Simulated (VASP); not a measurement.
Band structure of CrN (relaxed from the CsCl type structure, space group Pm-3m). These are r2SCAN meta-GGA, VASP's PBE PAW potentials (set 64) (plane waves; VASP) values and carry that method's errors.

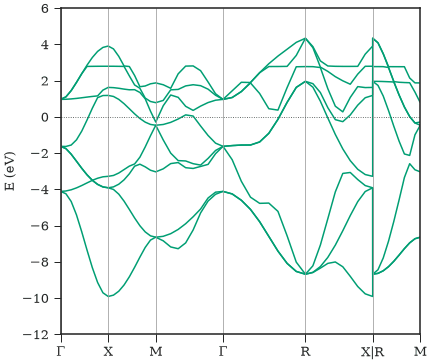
Fig. 1. Bands along high-symmetry lines, zero at the valence-band maximum or, without a gap, the Fermi level

Read the plot: is there a gap, and where are the band edges?

It has no gap at this level: it comes out as a metal or semimetal.

The structure was generated: CrN was put into the CsCl type type (Pm-3m), which need not be its known phase. It was relaxed first, which changed the volume by -25 %. The run is not spin-polarised, so no magnetic state was tried. The electron count is odd and the run is not spin-polarised, which forces a metal.
